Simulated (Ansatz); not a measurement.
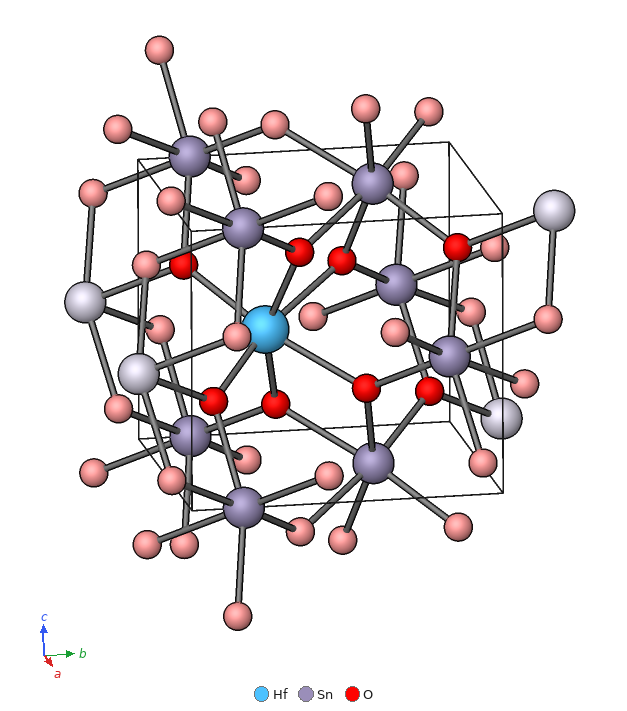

The image is a ball-and-stick drawing of a crystal, viewed slightly off an axis. The frame is the conventional unit cell; atoms at its boundary are shown with their periodic copies. Every bond is drawn to its end, so some atoms lie outside the box, in fainter colours.

HfSn₃O₈, space group P2 (No. 3), a = 4.799 Å, b = 5.730 Å, c = 5.227 Å, α = 90.00°, β = 90.76°, γ = 90.00°. Starting structure: a structure type filled with these elements by a generator (whether the compound takes this form wasn't checked). Earlier steps of the study may have refined or changed the cell and positions. A calculation with Ansatz used it as input.

This one geometry was computed with Ansatz (DFT, plane waves, PAW) at five levels of theory: PBE, PBE with spin-orbit coupling, PBE0, HSE06 and r2SCAN. It was relaxed beforehand with r2SCAN.

### Which level gives the highest pressure at this volume, and what does that say about its equilibrium volume?

Highest: PBE (7.2 GPa) and PBE with spin-orbit coupling (7.1 GPa), which points to the largest equilibrium volume. Lowest, with the smallest volume: PBE0 (-1.1 GPa) and HSE06 (-1.1 GPa). Levels within 0.5 GPa of each other can't be told apart.

### How does the band gap change with the level of theory?

PBE with spin-orbit coupling: a gap of 2.39 eV, indirect; PBE: a gap of 2.39 eV, indirect; r2SCAN: a gap of 3.03 eV, indirect; HSE06: a gap of 4.10 eV, indirect; PBE0: a gap of 4.83 eV, indirect.

### Collect the results in a table.

| level | cutoff (eV) | k-mesh of the run's cell | gap (eV) | pressure (GPa) |
| --- | --- | --- | --- | --- |
| PBE | 420 | 6×6×4 | 2.39 | 7.2 |
| PBE with spin-orbit coupling | 420 | 6×6×4 | 2.39 | 7.1 |
| PBE0 | 420 | 4×4×4 | 4.83 | -1.1 |
| HSE06 | 420 | 4×4×4 | 4.10 | -1.1 |
| r2SCAN | 500 | 6×6×4 | 3.03 | 0.0 |

Gaps are taken on the k-mesh or band path of each run.
